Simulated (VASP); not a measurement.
Band structure of Zr4C3N (ordered alloy cell). Level of theory: PBEsol GGA, VASP's PBE PAW potentials (set 64) (plane waves; VASP).

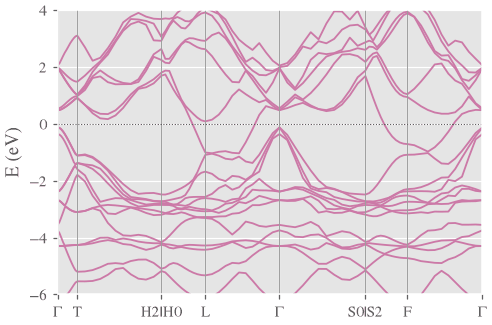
*Bands along high-symmetry lines, zero at the valence-band maximum or, without a gap, the Fermi level*

### Question
Read the plot: is there a gap, and where are the band edges?

### Answer
It has no gap at this level: it comes out as a metal or semimetal. (Edges off the drawn lines would not show.)

The structure was generated: Zr4C3N was put into an ordered model structure (R-3m), which need not be its known phase. It was relaxed first. The electron count is odd and the run is not spin-polarised, which forces a metal.
